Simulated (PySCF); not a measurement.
# H6Si2: the cost of one run

Programs: PySCF 2.14.0, with density-fitted response routines of our own. Each step states its level of theory. These are calculated values for one molecule in the gas phase, unless marked as measured. Atoms count from 0, in the outputs and in this text.

### Step 1. Starting geometry

8 atoms, charge 0, multiplicity 1; geometry from: GFN2-xTB. The atoms were then displaced at random by about 0.01 Å, so the start is not that level's minimum.

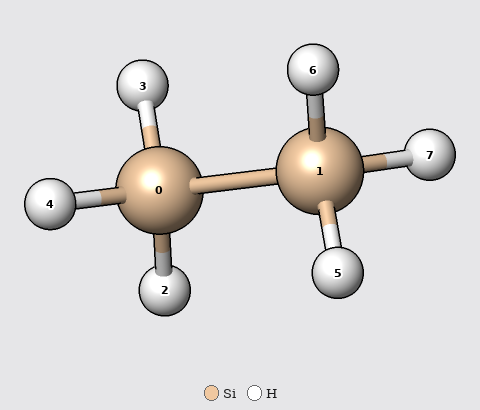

The starting geometry (silicon light orange, hydrogen white), atoms numbered.

### Step 2. Geometry optimisation at PBE0-D3(BJ)/def2-SVP

What the job is given:

```
{"job": {"xc": "PBE0", "basis": "def2-SVP", "d3": "d3bj", "grid": 1, "shake": 0.01, "kind": "geom"}, "charge": 0, "multiplicity": 1}
Si    -1.124450     0.091380    -0.016820
Si     1.142810    -0.117720     0.012050
H     -1.805370    -0.788770    -0.990070
H     -1.536170     1.474200    -0.387570
H     -1.759860    -0.173100     1.269620
H      1.562020    -1.466850     0.371830
H      1.799100     0.783070     0.979890
H      1.777050     0.178640    -1.291400
```

Started as:

```sh
OMP_NUM_THREADS=1 python probes_run.py task.json out
```

This one command runs all jobs of the session in turn.

**Question.** How long does this first job take on 1 thread of Arm Neoverse N1, shared host, and how much memory does it need?

About 7.5 s, with a peak of 0.3 GiB.
